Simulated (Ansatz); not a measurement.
## Electronic structure of AlCl$_{2}$F···Cl (doublet) in real space

Input

```
crystal:
  periodic: [false, false, false]
  atoms:
    - { symbol: Al, position_ang: [0.0, 0.0, -0.111715] }
    - { symbol: F, position_ang: [0.0, 0.0, 1.545721] }
    - { symbol: Cl, position_ang: [1.811253, 0.0, -1.118758] }
    - { symbol: Cl, position_ang: [-1.811253, 0.0, -1.118758] }
    - { symbol: Cl, position_ang: [0.0, 0.0, 4.253509] }
magnetization:
  spin_polarized: true
  initial_magnetization: 1
basis:
  gaussian: { orbitals: "6-31G*" }
hamiltonian:
  xc: hf
relax:
  f_tol: 0.03
  max_steps: 50
output:
  orbitals: {}
```

Command:

```sh
ansatz run input.yaml --threads 2 --pin off --max-ram 3072MiB --backend cpu --events-out ev --progress --plain --runs-dir out
```

The fields are those of the run's last geometry, not of the input's.

Method: UHF/6-31G* in Ansatz.

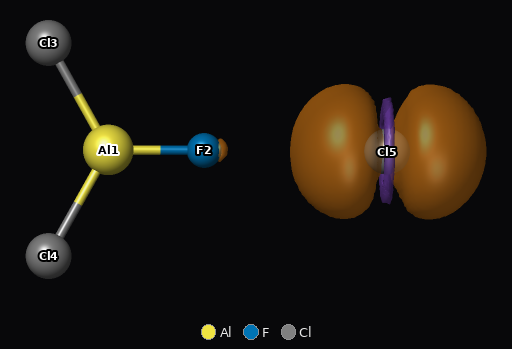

Figure 1. Isosurfaces of the spin density at +0.015 (orange) and −0.015 e/Å³ (purple), seen across its widest extent.

Q: Describe the spin distribution.

A: The unpaired spin (1 electron) lies mostly on Cl5 (about 1.0), in electrons by Hirshfeld's partition.

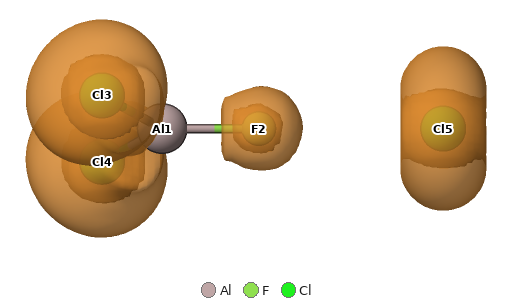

Figure 2. Isosurface of the electron localisation function at 0.8 (orange), seen from one side. Only the valence region is drawn (cores and ρ < 0.01 e/Å³ removed).

Q: What do the ELF domains correspond to?

A: The surface consists of two regions on Cl in which the atom's valence shell and bonds are merged, one region wrapped around Cl (its valence shell) and one region wrapped around F (its valence shell). Along the contacts the grid gives the following. Cl5···F2 (3.10 Å): the ELF dips to about 0 between them; a non-bonded, intermolecular contact. Al–F (1.63 Å): the ELF peaks at about 0.85 in the valence shell of F, 0.6 Å from its nucleus, and is about 0.30 at the midpoint.

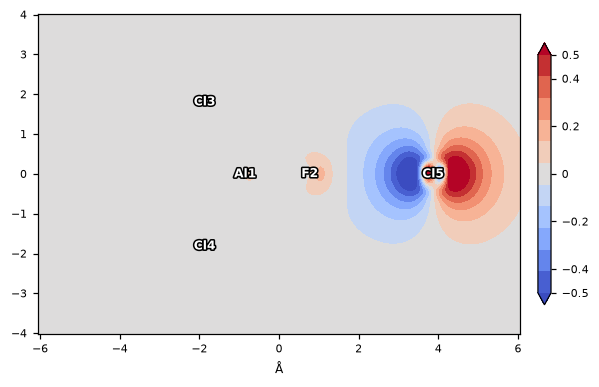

Figure 3. The LUMO (β) on the molecular plane (values in Å⁻³ᐟ²; the overall sign is arbitrary).

Q: Where does this orbital lie, and at what energy?

A: It lies mainly on Cl5 (about 95 %); it is symmetric in the molecular plane (an in-plane orbital: σ, lone-pair or in-plane π type). Its energy is −0.65 eV.

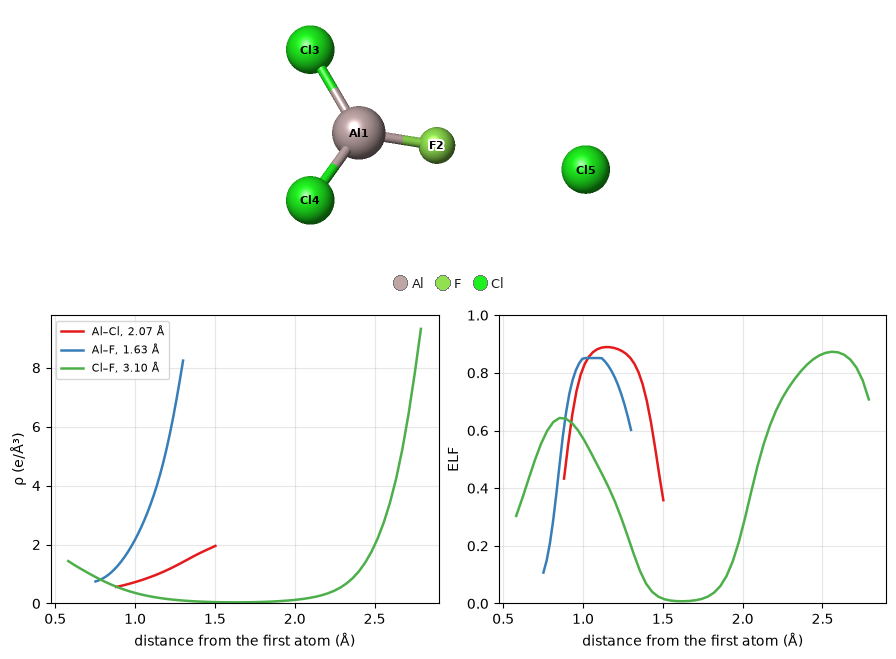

Figure 4. Electron density and electron localisation function along straight lines between neighbouring atoms. The curves leave out the atomic cores. The structure is drawn too.

Q: What can be read from the curves?

A: Al–Cl (2.07 Å): the density is about 0.79 e/Å³ at the midpoint; the ELF peaks at about 0.90 in the valence shell of Cl, 0.9 Å from its nucleus, and is about 0.85 at the midpoint.
Al–F (1.63 Å): ρ at the midpoint is about 0.9 e/Å³; the ELF peaks at about 0.85 in the valence shell of F, 0.6 Å from its nucleus, and is about 0.30 at the midpoint.
Cl5···F2 (3.10 Å): the density falls to about 0.04 e/Å³ on the way; the ELF dips to about 0 between them; a non-bonded, intermolecular contact.
